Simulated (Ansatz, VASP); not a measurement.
# Se (Selenium): VASP beside Ansatz

Wanted: the spread between two codes on one cell, functional and k mesh.

Method: plane waves, with VASP 6.6.1 beside it; band structure at r2SCAN-EpsX, in Ansatz 0.2.0.

**1. The starting structure**

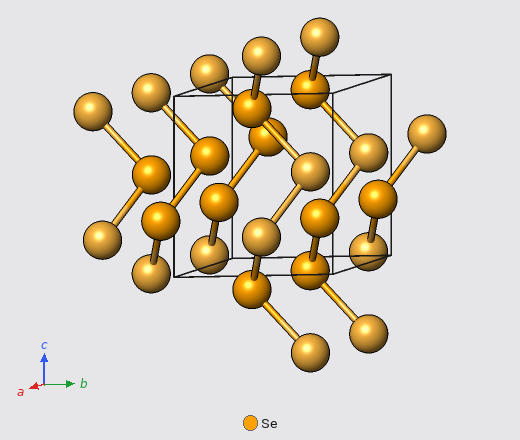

Start, viewed slightly off an axis; selenium orange. 2×1×1 cells are drawn. Some periodic images of atoms are drawn too.

Coordinates:

```xyz
3
Lattice="4.3662 0.0000 0.0000 -2.1831 3.7812 0.0000 0.0000 0.0000 4.9536" Properties=species:S:1:pos:R:3 pbc="T T T"
Se    1.6910    2.9289    0.0000
Se   -0.4921    0.8523    3.3024
Se    0.9841    0.0000    1.6512
```

**2. VASP: band structure, r2SCAN-EpsX**

The same path points are solved in both programs, so levels can be compared one by one.

Lines of VASP's logs that name or quote its potential files are left out, and so is its time.

Contents of INCAR:

```
SYSTEM = Se
PREC = Accurate
ENCUT = 350
EDIFF = 1E-06
NELM = 100
ISMEAR = 0
SIGMA = 0.03
LREAL = .FALSE.
ALGO = Normal
LHFCALC = .TRUE.
AEXX = 0.085
METAGGA = R2SCAN
LASPH = .TRUE.
NBANDS = 15
PRECFOCK = Fast
HFRCUT = -1
LORBIT = 11
LWAVE = .FALSE.
LCHARG = .FALSE.
KPAR = 4
```

Contents of POSCAR:

```
Se
1.0
    4.3662000000      0.0000000000      0.0000000000
   -2.1831000000      3.7812401180      0.0000000000
    0.0000000000      0.0000000000      4.9536000000
Se
3
Direct
    0.7746000000      0.7746000000      0.0000000000
    0.0000000000      0.2254000000      0.6666666667
    0.2254000000      0.0000000000      0.3333333333
```

Contents of KPOINTS:

```
Automatic mesh
0
Gamma
4 4 3
0 0 0
```

Contents of KPOINTS_OPT:

```
Line mode
10
Line-mode
Reciprocal
  0.00000000   0.00000000   0.00000000 GAMMA
  0.50000000   0.00000000   0.00000000 M

  0.50000000   0.00000000   0.00000000 M
  0.33333333   0.33333333   0.00000000 K

  0.33333333   0.33333333   0.00000000 K
  0.00000000   0.00000000   0.00000000 GAMMA

  0.00000000   0.00000000   0.00000000 GAMMA
  0.00000000   0.00000000   0.50000000 A

  0.00000000   0.00000000   0.50000000 A
  0.50000000   0.00000000   0.50000000 L

  0.50000000   0.00000000   0.50000000 L
  0.33333333   0.33333333   0.50000000 H

  0.33333333   0.33333333   0.50000000 H
  0.00000000   0.00000000   0.50000000 A

  0.50000000   0.00000000   0.50000000 L
  0.50000000   0.00000000   0.00000000 M

  0.33333333   0.33333333   0.00000000 K
  0.33333333   0.33333333   0.50000000 H
```

The projector-augmented-wave data sets are Se (PBE family, release 64).

The run is started by

```
$ mpirun -np 4 vasp_std
```

Numbers of over 12 decimals in the logs are rounded to 6 here.

What it wrote:

```text
[banner, memory and clock lines left out]
running    4 mpi-ranks, on    1 nodes
 distrk:  each k-point on    1 cores,    4 groups
 distr:  one band on    1 cores,    1 groups

 POSCAR found type information on POSCAR Se
 POSCAR found :  1 types and       3 ions
|                                                                             |
|               ----> ADVICE to this user running VASP <----                  |
|                                                                             |
|     You enforced a specific xc type in the INCAR file but a different       |
|     [... a line on the potential file left out ...]
|     I HOPE YOU KNOW WHAT YOU ARE DOING!                                     |
|                                                                             |

 LDA part: xc-table for (None), standard interpolation
 found WAVECAR, reading the header
 POSCAR, INCAR and KPOINTS ok, starting setup
 FFT: planning ... GRIDC
 FFT: planning ... GRID_SOFT
 FFT: planning ... GRID
 HFRCUT set to (new)   9.785969
 reading WAVECAR
 the WAVECAR file was read successfully
 initial charge from wavefunction
 entering main loop
       N       E                     dE             d eps       ncg     rms          rms(c)
DAV:   1    -0.417337689717E+02   -0.41734E+02   -0.89086E-01   277   0.651E+00    0.163E+00
DAV:   2    -0.417437912473E+02   -0.10022E-01   -0.25754E-02   361   0.984E-01    0.102E+00
DAV:   3    -0.417434238095E+02    0.36744E-03   -0.88095E-04   396   0.250E-01    0.600E-01
DAV:   4    -0.417433473596E+02    0.76450E-04   -0.34937E-04   368   0.151E-01    0.342E-01
DAV:   5    -0.417433626735E+02   -0.15314E-04   -0.89033E-05   347   0.787E-02    0.198E-01
DAV:   6    -0.417433835942E+02   -0.20921E-04   -0.30727E-05   347   0.484E-02    0.115E-01
DAV:   7    -0.417433978982E+02   -0.14304E-04   -0.11831E-05   354   0.310E-02    0.666E-02
DAV:   8    -0.417434058759E+02   -0.79777E-05   -0.46502E-06   361   0.197E-02    0.390E-02
DAV:   9    -0.417434098616E+02   -0.39857E-05   -0.17442E-06   268   0.125E-02    0.232E-02
DAV:  10    -0.417434117232E+02   -0.18616E-05   -0.95232E-07   233   0.967E-03    0.136E-02
DAV:  11    -0.417434125210E+02   -0.79780E-06   -0.31910E-07   177   0.553E-03
   1 F= -.41743413E+02 E0= -.41743413E+02  d E =-.323618E-11
 Start KPOINTS_OPT (optional k-point list driver)
k-point batch [1-9\90]
       N       E                     dE             ncg
DAV:   1     0.765662128812E+02   -0.14899E+04      270
DAV:   2    -0.678443110922E+03   -0.75501E+03      370
DAV:   3    -0.736732785723E+03   -0.58290E+02      305
DAV:   4    -0.737342511477E+03   -0.60973E+00      368
DAV:   5    -0.737346322901E+03   -0.38114E-02      368
DAV:   6    -0.737346366538E+03   -0.43637E-04      354
DAV:   7    -0.737346367343E+03   -0.80463E-06      308
[...]
k-point batch [82-90\90]
       N       E                     dE             ncg
DAV:   1    -0.108366595407E+02   -0.42631E+04      270
DAV:   2    -0.710298947234E+03   -0.69946E+03      354
DAV:   3    -0.759825103418E+03   -0.49526E+02      291
DAV:   4    -0.760333049244E+03   -0.50795E+00      354
DAV:   5    -0.760336155793E+03   -0.31065E-02      368
DAV:   6    -0.760336186287E+03   -0.30494E-04      361
DAV:   7    -0.760336186714E+03   -0.42697E-06      297
```

Parts of OUTCAR (step 2):

```text
ion  position               nearest neighbor table
   1  0.775  0.775  0.000-   2 2.37   3 2.37
   2  0.000  0.225  0.667-   1 2.37   3 2.37
   3  0.225  0.000  0.333-   1 2.37   2 2.37

  LATTYP: Found a hexagonal cell.
 ALAT       =     4.3662000000
 C/A-ratio  =     1.1345334616

 Subroutine GETGRP returns: Found  6 space group operations
 (whereof  2 operations were pure point group operations)

The static configuration has the point symmetry C_2 .
 The point group associated with its full space group is D_3 .

 Found      9 irreducible k-points:

   k-points           NKPTS =      9   k-points in BZ     NKDIM =     48   number of bands    NBANDS=     15

   dimension x,y,z NGX =    28 NGY =   28 NGZ =   30
   dimension x,y,z NGXF=    56 NGYF=   56 NGZF=   60

   ENCUT  =  350.0 eV  25.72 Ry    5.07 a.u.   6.66  6.66  7.56*2*pi/ulx,y,z

   NELECT =      18.0000    total number of electrons

 k-points in reciprocal lattice and weights: Automatic mesh
   0.00000000  0.00000000  0.00000000       0.021
   0.25000000  0.00000000  0.00000000       0.125
   0.50000000  0.00000000  0.00000000       0.062
   0.25000000  0.25000000  0.00000000       0.125
   0.00000000  0.00000000  0.33333333       0.042
   0.25000000  0.00000000  0.33333333       0.125
   0.00000000  0.25000000  0.33333333       0.125
   0.50000000  0.00000000  0.33333333       0.125
   0.25000000  0.25000000  0.33333333       0.250

  exchange ACFDT corr.  =         0.00000000  see jH, gK, PRB 81, 115126

 average (electrostatic) potential at core
       1 -58.9348       2 -58.9348       3 -58.9348

 E-fermi :   1.9475

 k-point     1 :       0.0000    0.0000    0.0000
  band No.  band energies     occupation
    ...
      5      -1.9003      2.00000
      6      -1.8258      2.00000
      7      -0.1039      2.00000
      8      -0.1039      2.00000
      9       1.6223      2.00000
     10       4.7686      0.00000
     11       4.7686      0.00000
     12       5.0432      0.00000
     13       9.3892      0.00000
     14       9.5525      0.00000
    ...

 k-point     2 :       0.2500    0.0000    0.0000
  band No.  band energies     occupation
    ...
      5      -2.4754      2.00000
      6      -1.6726      2.00000
      7      -0.0730      2.00000
      8       0.3642      2.00000
      9       1.2358      2.00000
     10       4.7523      0.00000
     11       4.8901      0.00000
     12       5.6931      0.00000
     13       8.9977      0.00000
     14       9.3825      0.00000
    ...

 k-point     3 :       0.5000    0.0000    0.0000
  band No.  band energies     occupation
    ...
      5      -2.8495      2.00000
      6      -1.5312      2.00000
      7      -0.9269      2.00000
      8       0.2376      2.00000
      9       1.0307      2.00000
     10       4.7974      0.00000
     11       5.2111      0.00000
     12       7.0702      0.00000
     13       8.2844      0.00000
     14      10.8404      0.00000
    ...

  energy-cutoff  :      350.00
  volume of cell :       81.78
      direct lattice vectors                 reciprocal lattice vectors
     4.366200000  0.000000000  0.000000000     0.229032110  0.132231751  0.000000000
    -2.183100000  3.781240118  0.000000000     0.000000000  0.264463501  0.000000000
     0.000000000  0.000000000  4.953600000     0.000000000  0.000000000  0.201873385

 POSITION                                       TOTAL-FORCE (eV/Angst)
 -----------------------------------------------------------------------------------
      1.69103      2.92895      0.00000         0.068569      0.118765     -0.000000
     -0.49207      0.85229      3.30240         0.068569     -0.118765      0.000000
      0.98414      0.00000      1.65120        -0.137138     -0.000000      0.000000
 -----------------------------------------------------------------------------------
    total drift:                               -0.000002     -0.000005      0.000000

  FREE ENERGIE OF THE ION-ELECTRON SYSTEM (eV)
  ---------------------------------------------------
  free  energy   TOTEN  =       -41.7434125210 eV

  energy  without entropy=      -41.7434125210  energy(sigma->0) =      -41.74341252

 total charge
# of ion       s       p       d       tot
------------------------------------------
    1        1.516   2.217   0.059   3.792
    2        1.516   2.217   0.059   3.792
    3        1.516   2.217   0.059   3.792
--------------------------------------------------
tot          4.548   6.652   0.177  11.377

[... 3 further parts left out ...]
```

[end of part 1 of 2]

[Lines on the potential files, build, host, timing and source positions are cut from VASP's logs without a mark.]

[Logs are printed without paths, hosts, clocks, repeated set-up lines and the standing remarks that a program may print on its own settings, such as how far it seeks lower states.]

[Hosts, paths, dates, database ids (printed as entryN), source tags and the programs' standing remarks are cut or masked in the printed files.]
